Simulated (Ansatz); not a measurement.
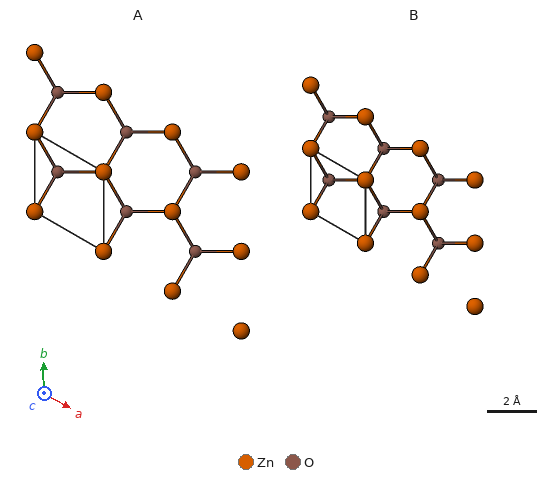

Two geometries of solid ZnO5 (a generated structure, set up in P-6m2) (coarse preliminary run), drawn at one scale. One is the start of a relaxation, the other its converged end. Style: ball-and-stick. Shown: the cell of the calculation, repeated 3 × 2 × 1 with one cell outlined, along the c axis.

Level of theory: DFT PBE, scalar-relativistic, plane waves, PAW in Ansatz. Set-up: plane-wave cutoff 420 eV; k-point mesh 6 × 6 × 2; occupations gaussian; smearing width 0.1 eV; collinear spin; cell and atoms relaxed; force threshold 0.04 eV/Å; at most 70 steps.

Q: Which of the two is the end point?

A: Structure A is the relaxed one. The largest moves relative to the cell, 1.05 Å, are those of O atoms. Zn stays in place. Cell: a = b 2.601 → 3.271 Å (+25.8 %), c 12.589 → 10.388 Å (−17.5 %). Volume +30.5 %. Among the contacts that change: O–O 4.123 → 1.295 Å, O–Zn 2.712 → 2.150 Å. New bonds form, among them: O–O (4.12 → 1.29 Å). The space group stays P-6m2 (No. 187). Over 27 accepted moves (31 points after the start) the energy falls by 996 meV per atom. Largest force component: 0.96 eV/Å at the start, 0.034 eV/Å at the end. Pressure: −3.94 GPa at the start and 0.20 GPa at the end. The line search rejected the trial step at point 18 of the run. At 3 points the geometry stayed and the basis and grid were re-selected for the new cell (energy shift of 47.1 meV per atom at most each time). The run may lie on a higher electronic state than the lowest, so the end point isn't shown to be the ground-state structure. The run took 11 min on 1 thread of Arm Neoverse N1, with other jobs on the host, peak memory 0.37 GiB.

Limits of the set-up: the k-point mesh is coarse for a cell with partly filled bands.
